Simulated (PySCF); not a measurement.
C₇H₁₂AlF (SMILES C=C[CH2][Al]([F])[CH]1CCC1)

```yaml
atoms:
  - { symbol: C, position_ang: [2.7806, 1.0325, 0.2199] }
  - { symbol: C, position_ang: [2.2625, 0.6338, -0.9322] }
  - { symbol: C, position_ang: [2.0018, -0.7839, -1.2923] }
  - { symbol: Al, position_ang: [0.2837, -1.4703, -0.4917] }
  - { symbol: F, position_ang: [-0.2282, -2.9740, -0.9582] }
  - { symbol: C, position_ang: [-0.8606, -0.4542, 0.8119] }
  - { symbol: C, position_ang: [-1.0866, 1.0040, 0.3496] }
  - { symbol: C, position_ang: [-2.3705, 0.5384, -0.3406] }
  - { symbol: C, position_ang: [-2.3590, -0.7223, 0.5274] }
  - { symbol: H, position_ang: [3.0598, 0.3244, 0.9843] }
  - { symbol: H, position_ang: [2.9473, 2.0722, 0.4425] }
  - { symbol: H, position_ang: [1.9829, 1.3713, -1.6751] }
  - { symbol: H, position_ang: [2.0160, -0.9238, -2.3790] }
  - { symbol: H, position_ang: [2.7912, -1.4285, -0.8824] }
  - { symbol: H, position_ang: [-0.5903, -0.5403, 1.8706] }
  - { symbol: H, position_ang: [-1.2888, 1.6748, 1.1843] }
  - { symbol: H, position_ang: [-0.3240, 1.4548, -0.2864] }
  - { symbol: H, position_ang: [-2.1904, 0.2968, -1.3911] }
  - { symbol: H, position_ang: [-3.2409, 1.1876, -0.2649] }
  - { symbol: H, position_ang: [-2.6162, -1.6586, 0.0264] }
  - { symbol: H, position_ang: [-2.9796, -0.6177, 1.4171] }
```

Geometry: GFN2-xTB.

All numbers below come from PySCF, PBE0/pcSseg-1, SCF density, gas phase, non-relativistic.

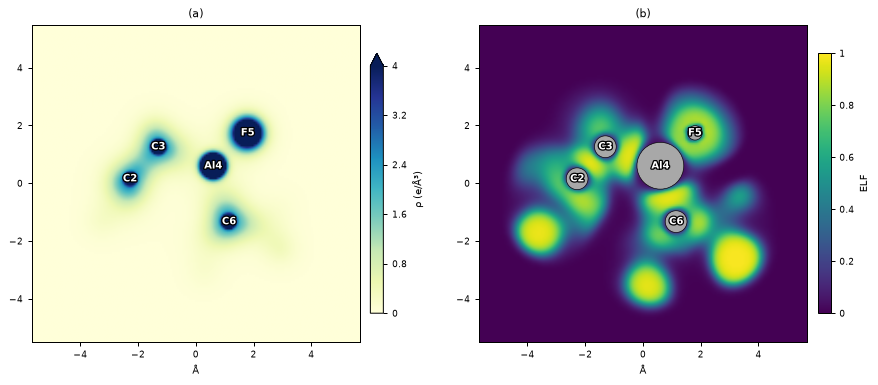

Figure 1. (a) total electron density; (b) ELF on the plane of atoms C3, Al4 and C6. Grey discs cover the atomic cores in the ELF map.

Question: What does the map show?

Answer:
- The section cuts through C, Al and F sites.
- Al–F (1.66 Å): the density is about 0.84 e/Å³ at the midpoint; the ELF peaks at about 0.85 in the valence shell of F, 0.5 Å from its nucleus, and is about 0.30 at the midpoint.
- C–Al (2.01 Å): the density is about 0.68 e/Å³ at the midpoint; the ELF peaks at about 0.95 between the atoms: a polar covalent bond.
- C–C (1.49 Å): ρ is about 1.7 e/Å³ halfway; the ELF peaks at about 0.95 between the atoms; a shared electron pair.

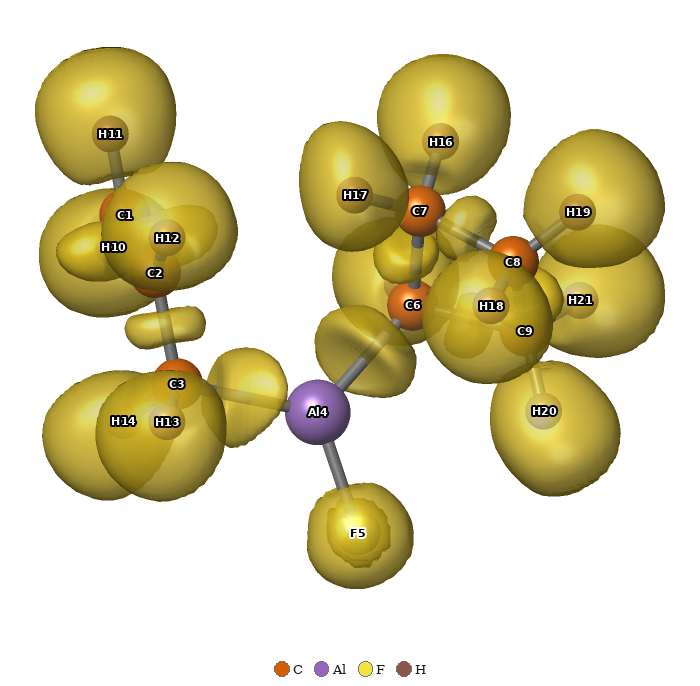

Figure 2. Isosurface of the electron localisation function at 0.8 (yellow), seen across its widest extent. Core shells and regions of very low density are left out.

Question: What do the ELF domains correspond to?

Answer: The surface consists of two regions between bonded Al–C atoms (shared pairs), six regions between bonded C–C atoms (shared pairs), twelve regions around hydrogen nuclei and one region wrapped around F (its valence shell).


C–C (1.32 Å): the ELF peaks at about 0.90 between the atoms; a short, multiple covalent bond.

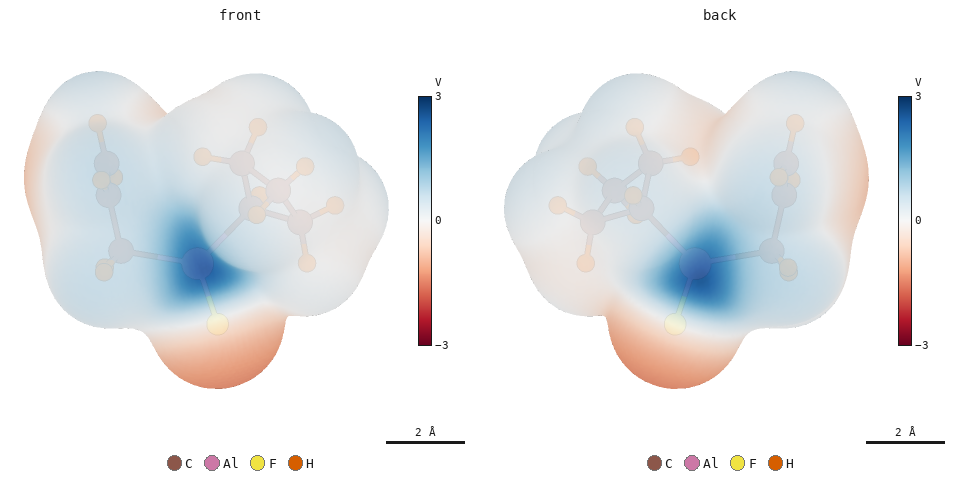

Figure 3. The molecular electrostatic potential painted on the density surface at 0.001 e/bohr³, seen from the front and from behind; red is negative and blue positive.

Question: Where is the surface potential most negative and most positive?

Answer: The most negative region (about −1.3 V, or −30 kcal/mol for a unit charge) lies over F5, the most positive (about +2.4 V, or +55 kcal/mol for a unit charge) over Al4.

Question: How polar is the molecule by this calculation?

Answer: Its dipole moment is 1.39 D.
